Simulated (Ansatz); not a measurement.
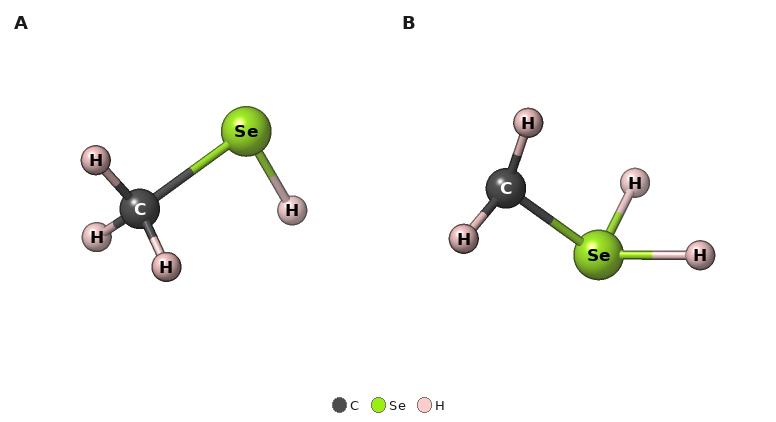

2 stationary structures of one formula. Geometries: PBE0-D4/def2-TZVP. Electronic energies: PBE0-D4/def2-TZVPP (Ansatz 0.2.0), without zero-point energy. No frequency run is at hand to confirm each as a minimum.

Rank them by energy, lowest first.

A is lowest (Cs); B lies 3.045 eV above it (C1).

Give E(B) − E(A) in eV at these levels too: PBE0-D4/def2-TZVPP; r2SCAN-D4/def2-TZVPP; PBE-D4/def2-TZVPP; PBE0-D4/def2-TZVP; B3LYP-D4/def2-TZVPP; ωB97M-V/def2-TZVPP; RHF-CCSD(T) (frozen core)/def2-TZVPP.

| level | E(B) − E(A) (eV) |
| --- | --- |
| PBE0-D4/def2-TZVPP | +3.045 |
| r2SCAN-D4/def2-TZVPP | +2.987 |
| PBE-D4/def2-TZVPP | +2.869 |
| PBE0-D4/def2-TZVP | +3.042 |
| B3LYP-D4/def2-TZVPP | +3.057 |
| ωB97M-V/def2-TZVPP | +3.163 |
| RHF-CCSD(T) (frozen core)/def2-TZVPP | +3.106 |
